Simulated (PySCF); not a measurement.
# Run report: CuCl$_{2}$, frequency calculation

The run: frequency calculation of CuCl$_{2}$, multiplicity 2. Method and program: UKS-based PBE0, Cu def2-TZVP, Cl def2-TZVP; non-relativistic Hamiltonian; density fitting (PySCF 2.14.0).

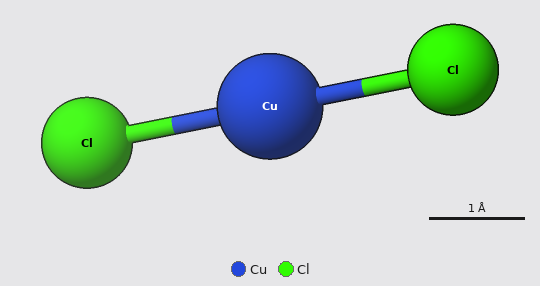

Fig. 1: The structure (ball-and-stick view, seen at a tilt). Sticks mark near contacts. Bond lengths as drawn: Cl–Cu 2.06 Å.

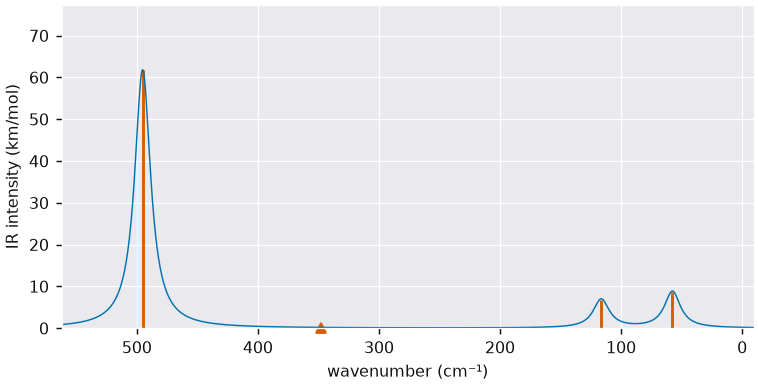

Fig. 2: Harmonic infrared spectrum, unscaled: sticks (degenerate modes added up, dark ones marked on the axis) with a Lorentzian envelope of 16 cm⁻¹ full width, scaled to the tallest stick. 4 modes from 58 to 495 cm⁻¹, none imaginary. The strongest line is at 495 cm⁻¹ (62 km/mol). All modes, in cm⁻¹ (km/mol): 58 (8.7), 116 (6.9), 348 (0.0), 495 (62). The two bends of a linear molecule should be equal; they aren't, because the electronic state found breaks the axial symmetry.

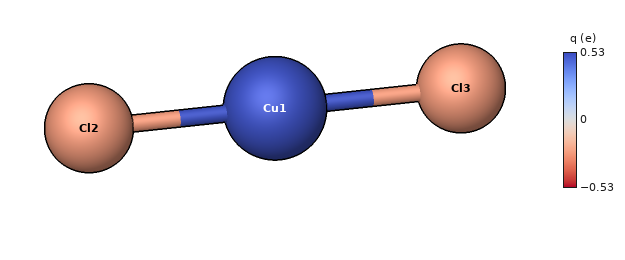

Fig. 3: Mulliken charges, as the colour of each atom (ball-and-stick view, seen at a tilt; atoms are numbered from 1 in the order of the input). By element: Cu +0.51 and Cl −0.25 e.

These pictures come from the run below.

Input file:
```python
from pyscf import gto, scf, dft
mol = gto.M(atom='''
Cu     0.000000     0.000000    -0.000000
Cl     2.061890     0.000000     0.000000
Cl    -2.061890    -0.000000    -0.000000''',
    basis={'Cu': 'def2-TZVP', 'Cl': 'def2-TZVP'},
    charge=0, spin=1)
mf = dft.UKS(mol, xc='PBE0')
mf.grids.atom_grid = (75, 302)
aux = {'Cu': 'def2-universal-JKFIT', 'Cl': 'def2-universal-JKFIT'}
mf = mf.density_fit(auxbasis=aux)
mf.conv_tol = 1e-09
mf.diis_space = 10
mf.max_cycle = 60
mf.verbose = 4
mf.kernel()
```

The script is an equivalent of the set-up of the self-consistent field. The run itself was carried out by a driver, which started from the orbitals of the step before it where there was one and computed the further properties.

Launch command:
```bash
OMP_NUM_THREADS=4 python axn.py task.json out
```

Log:
```
init E= -2560.46240505436
  alpha nocc = 32  HOMO = -0.33218370195293  LUMO = -0.0281011558875761
  beta  nocc = 31  HOMO = -0.325322199675555  LUMO = -0.227380833146984
  HOMO = -0.325322199676  LUMO = -0.227380833147  gap/eV = 2.66512
cycle= 1 E= -2560.46240505417  delta_E= 1.89e-10  |g|= 3.17e-05  |ddm|= 1.48e-05
  alpha nocc = 32  HOMO = -0.332185549071521  LUMO = -0.0281039150948708
  beta  nocc = 31  HOMO = -0.325324726659778  LUMO = -0.227389284040427
  HOMO = -0.32532472666  LUMO = -0.22738928404  gap/eV = 2.66496
cycle= 2 E= -2560.46240505145  delta_E= 2.72e-09  |g|= 0.000123  |ddm|= 5.37e-05
  alpha nocc = 32  HOMO = -0.332183947219054  LUMO = -0.0281017837826703
  beta  nocc = 31  HOMO = -0.325322599382009  LUMO = -0.227382563696487
  HOMO = -0.325322599382  LUMO = -0.227382563696  gap/eV = 2.66508
cycle= 3 E= -2560.46240505437  delta_E= -2.92e-09  |g|= 1.6e-06  |ddm|= 4.14e-05
  alpha nocc = 32  HOMO = -0.332184007234246  LUMO = -0.0281017425454202
  beta  nocc = 31  HOMO = -0.325322649151558  LUMO = -0.227382531731724
  HOMO = -0.325322649152  LUMO = -0.227382531732  gap/eV = 2.66509
cycle= 4 E= -2560.46240505437  delta_E= 3.18e-12  |g|= 1.53e-07  |ddm|= 1.27e-06
  alpha nocc = 32  HOMO = -0.332184010768025  LUMO = -0.0281017359694005
  beta  nocc = 31  HOMO = -0.325322650975761  LUMO = -0.22738251893902
  HOMO = -0.325322650976  LUMO = -0.227382518939  gap/eV = 2.66509
Extra cycle  E= -2560.46240505437  delta_E= -3.64e-12  |g|= 3.49e-07  |ddm|= 4.32e-07
converged SCF energy = -2560.46240505437  <S^2> = 0.75597489  2S+1 = 2.005966
```

Summary:

```tsv
quantity	value
outcome	converged
total energy	−2560.462405 hartree
⟨S²⟩	0.756
zero-point energy	0.002317 hartree
dipole moment	0.00 D
wavenumbers, lowest and highest	58 and 495 cm⁻¹
hardware	4 threads of Arm Neoverse V1, 24 GiB of memory available, shared host
wall time	32 s (CPU time 96 s)
peak memory	1.1 GiB
```

Notes:

Checks after the run noted: the SCF density has lower symmetry than the nuclear frame.
